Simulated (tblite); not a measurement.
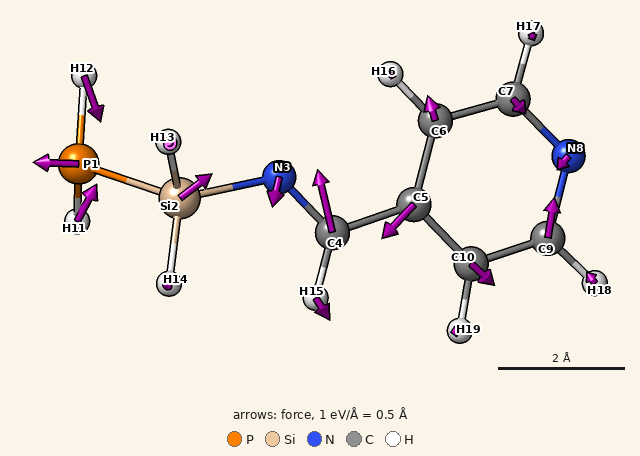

Starting geometry of C6H9N2PSi with the computed forces as purple arrows. The picture is a ball-and-stick view, seen at a tilt.

The calculation used GFN2-xTB geometry optimisation, gas phase in tblite 0.8.0. 

Is this structure relaxed? If not, where do the atoms go?

It isn't relaxed: the largest force vector, on C4, is 2.09 eV/Å. The final displacements have little in common with the starting forces (cosine between the two patterns 0.26). After 90 geometry steps the energy has fallen by 0.886 eV. The largest moves after the best rigid fit, 0.78 Å, are those of H11 and H12. Largest moves by element: H 0.78 Å, N 0.27 Å, C 0.23 Å, P 0.20 Å, Si 0.11 Å. Among the contacts that change: P1–H12 1.455 → 1.381 Å, P1–H11 1.439 → 1.384 Å, Si2–N3 1.759 → 1.706 Å, P1–Si2 2.218 → 2.253 Å. Among the angles between lasting bonds that change: H11–P1–H12 113.7° → 92.2°, Si2–P1–H12 111.5° → 95.5°, Si2–P1–H11 110.6° → 96.1°. Cost: 0.9 s on 1 thread of Arm Neoverse V1 (shared host).
